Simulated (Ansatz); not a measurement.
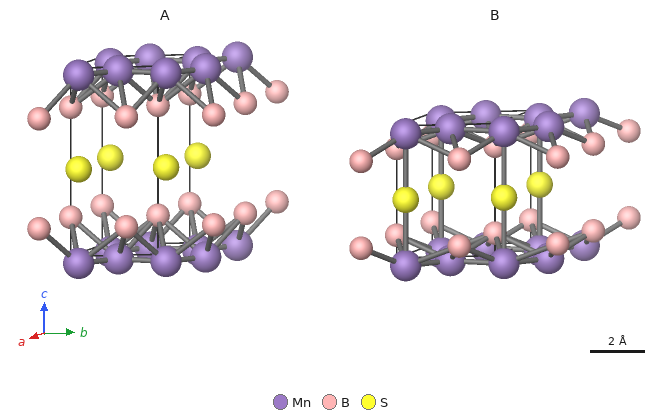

Two geometries of a crystal of Mn2B2S (a generated structure, set up in P-6m2) (coarse preliminary run), drawn at one scale. One is the start of a relaxation, the other its converged end. Style: ball-and-stick. Shown: the cell of the calculation, repeated 2 × 2 × 1 with one cell outlined, slightly off an axis.

Computed with Ansatz, DFT PBE, scalar-relativistic, plane waves, PAW. Set-up: plane-wave cutoff 420 eV; k-point mesh 6 × 6 × 4; occupations gaussian; smearing width 0.1 eV; collinear spin; cell and atoms relaxed; force threshold 0.04 eV/Å; at most 70 steps.

Which one is relaxed?

Structure B is the relaxed one. The largest moves relative to the cell, 0.18 Å, are those of B atoms. Mn and S stay in place. The volume changes by −11.2 %, with a = b 3.291 → 3.704 Å (+12.5 %), c 7.072 → 4.958 Å (−29.9 %). Some distances before and after: B–B 2.938 → 1.694 Å, Mn–S 3.536 → 2.479 Å, Mn–Mn 1.900 → 2.138 Å, B–Mn 2.401 → 2.300 Å. New bonds form: B–B (2.94 → 1.69 Å), Mn–S (3.54 → 2.48 Å). Bond angles that change, for instance: Mn–B–Mn 104.6° → 136.8°, Mn–B–Mn 86.5° → 107.3°. The space group stays P-6m2 (No. 187). The energy falls by 830 meV per atom in 9 accepted moves (11 points after the start). The largest force component goes from 0.099 to 0.0035 eV/Å. The pressure goes from 5.79 to 0.21 GPa. The SCF was repeated twice at an unchanged geometry on a basis and grid sized afresh for the cell, which shifted the energy by 5.4 meV per atom at most. The program noted that the starting moments weren't kept. The run may lie on a higher electronic state than the lowest, so the end point isn't shown to be the ground-state structure.
